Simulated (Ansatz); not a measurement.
**HF/6-31G(d) (spherical functions) run of Si2H5OF (SMILES O[SiH](F)[SiH3])**

What is the energy change on altering one bond length of Si2H5OF at HF/6-31G* (spherical functions)? 

Program for the calculation: Ansatz 0.2.0.

75 further runs of the same task are left out: 75 set aside as unsound or not needed.

## 1. The structure to begin with

The species is Si2H5OF (9 atoms), meant as a singlet with charge 0. As SMILES, `O[SiH](F)[SiH3]`. The shape is that of a PBE0-D4/def2-TZVP optimisation. This is one conformer, not always the lowest.

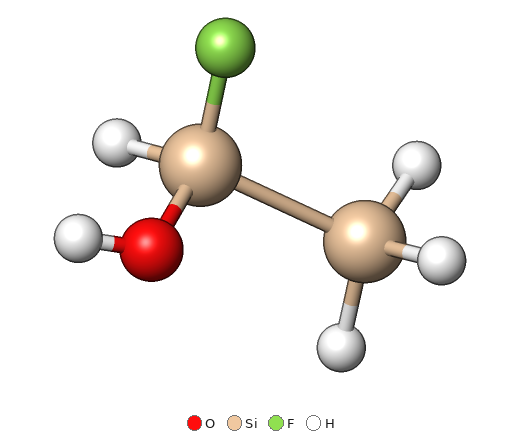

Viewed from a chosen angle; oxygen red, silicon light orange, fluorine green, hydrogen white.

## 2. A single-point energy at HF/6-31G(d) (spherical functions)

The input, job.yaml:

```yaml
crystal:
  periodic: [false, false, false]
  atoms:
    - {symbol: O, position_ang: [-0.392500, -0.610800, 1.768100]}
    - {symbol: Si, position_ang: [-0.831500, -0.160600, 0.257700]}
    - {symbol: F, position_ang: [-1.775600, 1.133800, 0.319400]}
    - {symbol: Si, position_ang: [1.135000, 0.371100, -0.891700]}
    - {symbol: H, position_ang: [-1.050500, -1.005600, 2.343000]}
    - {symbol: H, position_ang: [-1.664600, -1.215400, -0.380600]}
    - {symbol: H, position_ang: [0.798700, 0.860600, -2.255200]}
    - {symbol: H, position_ang: [1.981700, -0.845200, -1.013900]}
    - {symbol: H, position_ang: [1.887800, 1.425600, -0.163800]}
basis:
  gaussian: {orbitals: 6-31G_st_-spherical.json}
output: {orbitals: {seedname: orbitals}}
total_charge: 0
accuracy: high
hamiltonian: {xc: hf}
```

The basis set 6-31G* is read from a file made from the Basis Set Exchange's data (not shown).

Command:

```console
$ ansatz run job.yaml --threads 1 --pin off --max-ram 3480MiB --events-out events.jsonl --progress --plain --runs-dir runs
```

The log of the run:

```text
Warning: RAYON_NUM_THREADS=1 ignored (pool sized by the plan → 1); use --threads N
Functional definition: HF
  name "HF"
  exchange = exact_x
  correlation = 0
1651 factors; integrals over basis functions are off by at most 5.1e-9 eV
mean field evaluation 1: about -20545.1071 eV, gradient 3.8e1 eV
mean field evaluation 2: about -20545.2085 eV, gradient 3.8e1 eV
mean field evaluation 4: about -20548.2841 eV, gradient 2.7e0 eV
mean field evaluation 8: about -20548.3216 eV, gradient 1.7e-1 eV
mean field -20548.32172729 eV, -755.1368953254 hartree, gradient 4.3e-8 eV, S^2 0.000000; 0 other end points of the search recorded, 0 dependent functions left out
reference -20548.32172729 eV, -755.1368953254 hartree; 25, 25 occupied and 49, 49 virtual orbitals, 1651 factors
Total energy: -20548.32172729 eV, -755.1368953254 hartree
```

Run time: 1.8 s. Hardware: 1 thread of Intel Xeon 6975P-C (Granite Rapids), shared host; peak memory 0.2 GiB.

## 3. The distorted shape, same level

The input, run.yaml:

```yaml
crystal:
  periodic: [false, false, false]
  atoms:
    - {symbol: O, position_ang: [-0.505408, -0.768958, 1.658927]}
    - {symbol: Si, position_ang: [-0.944408, -0.318758, 0.148527]}
    - {symbol: F, position_ang: [-1.888508, 0.975642, 0.210227]}
    - {symbol: Si, position_ang: [1.022092, 0.212942, -1.000873]}
    - {symbol: H, position_ang: [-1.163408, -1.163758, 2.233827]}
    - {symbol: H, position_ang: [-1.777508, -1.373558, -0.489773]}
    - {symbol: H, position_ang: [0.685792, 0.702442, -2.364373]}
    - {symbol: H, position_ang: [1.868792, -1.003358, -1.123073]}
    - {symbol: H, position_ang: [1.887800, 1.425600, -0.163800]}
basis:
  gaussian: {orbitals: 6-31G_st_-spherical.json}
output: {orbitals: {seedname: orbitals}}
hamiltonian: {xc: hf}
accuracy: high
```

The basis set 6-31G* is read from a file made from the Basis Set Exchange's data (not shown).

Command:

```console
$ ansatz run run.yaml --threads 1 --pin off --max-ram 3480MiB --events-out events.jsonl --progress --plain --runs-dir runs
```

The log of the run:

```text
Warning: RAYON_NUM_THREADS=1 ignored (pool sized by the plan → 1); use --threads N
[... 4 set-up lines as earlier in the session ...]
1648 factors; integrals over basis functions are off by at most 3.5e-9 eV
mean field evaluation 1: about -20544.7113 eV, gradient 3.8e1 eV
mean field evaluation 2: about -20544.8071 eV, gradient 3.8e1 eV
mean field evaluation 4: about -20547.8851 eV, gradient 2.6e0 eV
mean field evaluation 8: about -20547.9222 eV, gradient 1.7e-1 eV
mean field -20547.92230003 eV, -755.1222166443 hartree, gradient 4.5e-8 eV, S^2 0.000000; 0 other end points of the search recorded, 0 dependent functions left out
reference -20547.92230003 eV, -755.1222166443 hartree; 25, 25 occupied and 49, 49 virtual orbitals, 1648 factors
Total energy: -20547.92230003 eV, -755.1222166443 hartree
```

Run time: 1.5 s. Hardware: 1 thread of Intel Xeon 6975P-C (Granite Rapids), shared host; peak memory 0.2 GiB.

## 4. Outcome

At HF/6-31G* (spherical functions):

| quantity | value |
| --- | --- |
| first shape: total energy | -755.13690 Eh |
| first shape: HOMO energy | -11.16 eV |
| first shape: LUMO energy | 3.46 eV |
| first shape: HOMO–LUMO gap | 14.62 eV |
| distorted shape: total energy | -755.12222 Eh |
| distorted shape: HOMO energy | -11.18 eV |
| distorted shape: LUMO energy | 3.18 eV |
| distorted shape: HOMO–LUMO gap | 14.36 eV |
| energy change with the Si4–H9 bond stretched from 1.486 to 1.709 Å | 0.399 eV |

What this shows: With the Si4–H9 bond stretched from 1.486 to 1.709 Å the energy rises by 0.40 eV (38.5 kJ/mol). The first shape isn't relaxed at this level, so the change isn't measured from a minimum.
